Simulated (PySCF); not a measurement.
The calculation's input:

```
{"job": {"kind": "nmr", "xc": "PBE0", "basis": "pcSseg-1"}, "charge": 0, "multiplicity": 1}
N     -2.973120     1.527921    -2.275717
C     -2.135364     1.007994    -1.692529
Si    -0.866868     0.025479    -0.725053
Si    -1.867335    -1.025893     1.068218
O      0.096648     1.282585    -0.325460
C      1.185771     1.235829     0.528044
C      2.091732     0.056056     0.197242
O      1.330110    -1.108401     0.420080
H     -0.251829    -0.799194    -1.783472
H     -1.075637    -2.129003     1.621171
H     -3.165681    -1.580390     0.672233
H     -2.124835    -0.107073     2.187308
H      1.738440     2.174285     0.424925
H      0.841354     1.128916     1.564241
H      2.397452     0.126780    -0.853540
H      2.980791     0.074114     0.839108
H      1.791372    -1.877975     0.071677
```

Launched as:

```sh
OMP_NUM_THREADS=1 python probes_run.py task.json out
```

Geometry: GFN2-xTB.

Level of theory: PBE0/pcSseg-1, SCF density, gas phase, non-relativistic (PySCF 2.14.0).

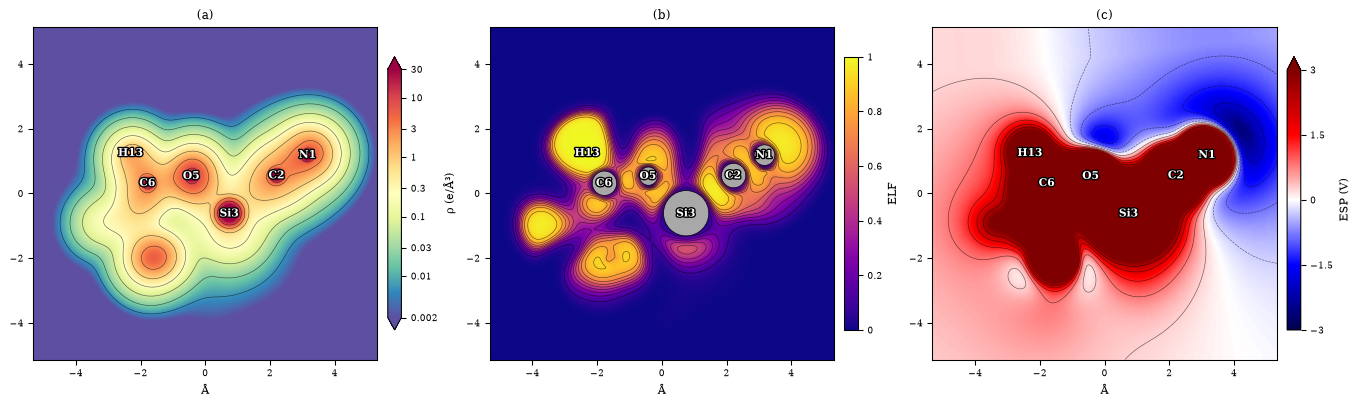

C$_{3}$H$_{9}$NO$_{2}$Si$_{2}$. (a) total electron density; (b) ELF; (c) molecular electrostatic potential on the plane of atoms C2, Si3 and O5. Grey discs cover the atomic cores in the ELF map.

**Interpret the plot.**

The section cuts through N, C, Si, O and H sites.
C–N (1.15 Å): ρ at the midpoint is about 3.6 e/Å³; the ELF peaks at about 0.85 between the atoms (a multiple bond).
C–O (1.38 Å): ρ is about 2.1 e/Å³ halfway, with its minimum of 1.8 e/Å³ about 0.5 Å from C; the ELF peaks at about 0.90 between the atoms, as expected for a polar covalent bond.
Si–O (1.63 Å): ρ is about 1.1 e/Å³ halfway; the ELF peaks at about 0.85 between the atoms (a polar covalent bond).
C–Si (1.87 Å): the density is about 0.89 e/Å³ at the midpoint; the ELF peaks at about 1 between the atoms, as expected for localised, covalent bonding.
The ELF also peaks beside O8, O5 and N1, away from the bonds: lone-pair regions.
Outside the dense part of the molecule the potential is most negative (−2.5 V) near N1.
